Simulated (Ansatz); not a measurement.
Breaking the Se1–Cl3 bond in ClHSe (SMILES Cl[SeH]) (multiplicity 1 held, fragments rigid). Energies count from the point at 2.190 Å.
Geometry at that point (charge 0, multiplicity 1):
```csv
atom,x (Å),y (Å),z (Å)
Se,0.5185,-0.1574,0.4654
H,1.5059,-0.3583,-0.6118
Cl,-1.1255,0.3358,-0.8948
```

R- and RO- levels are restricted; in cc, def2 and unpolarised 6-31G sets they are followed outwards from rest. U- levels take the lowest unrestricted solution at each point, which mixes spins at long bonds. Levels need not reach the same state.

Correlated levels freeze the cores. Filled d and f shells under p-block atoms count as core.

Programs: Ansatz (Gaussian basis) for Hartree–Fock, density functionals and correlated methods. 

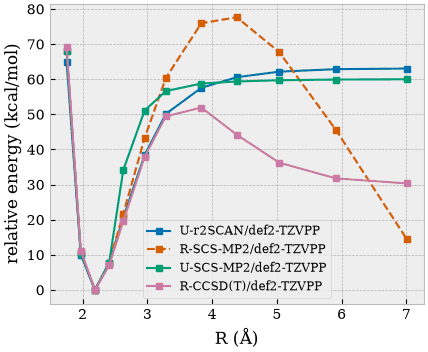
Figure: Relative energy along the coordinate

Task: Read off the R-SCS-MP2/def2-TZVPP curve at R = 5.913.

Result: about 46 kcal/mol

Doubts at one or more of the structures used: a spin-contaminated determinant (U-r2SCAN/def2-TZVPP, U-SCS-MP2/def2-TZVPP); a restricted determinant that unrestricted orbitals would lower (R-SCS-MP2/def2-TZVPP, R-CCSD(T)/def2-TZVPP); other coupled-cluster roots lie near (R-CCSD(T)/def2-TZVPP); T1 above 0.05 (R-CCSD(T)/def2-TZVPP).

Ansatz is a first-principles code.
